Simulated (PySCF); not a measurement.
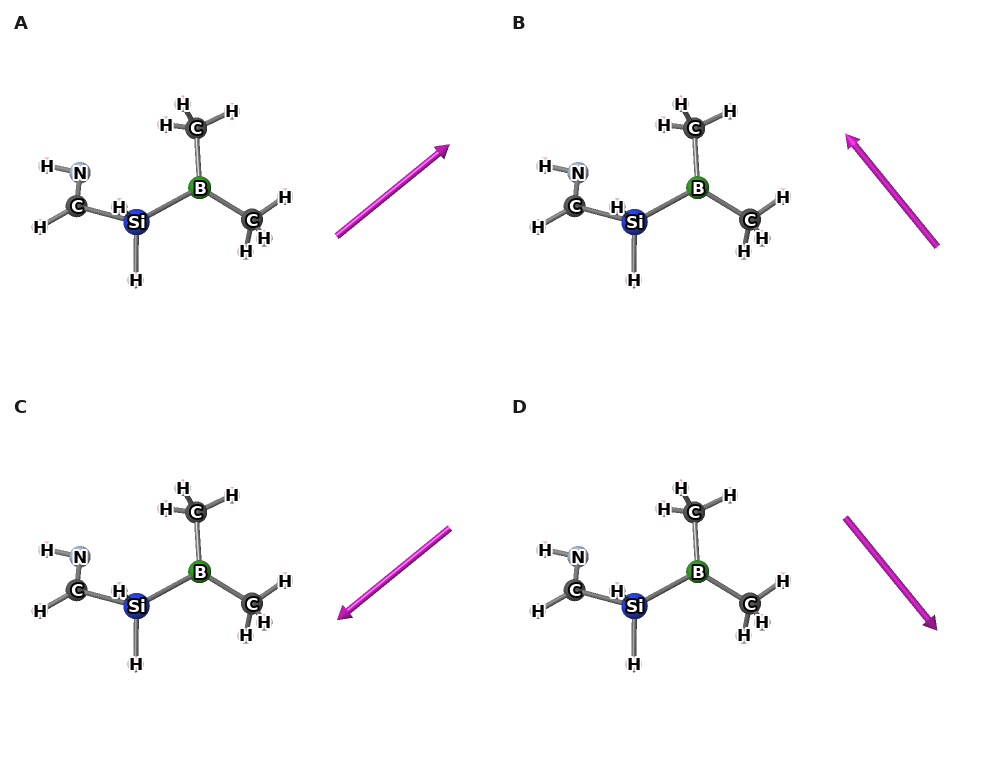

The same molecule four times, each with an arrow. The computed structure is the end point of a GFN2-xTB optimisation. No frequency run is at hand to confirm it as a minimum. Method: CAM-B3LYP/def2-SVPD, gas phase (PySCF 2.14.0).

### Which arrow points along the dipole moment, from the negative to the positive end?

C. The dipole moment is 0.58 D.

The geometry is semi-empirical. Around B, Si such bond lengths and angles can be off by a tenth of an ångström or more and by several degrees, and values that hang on the shape move with them.
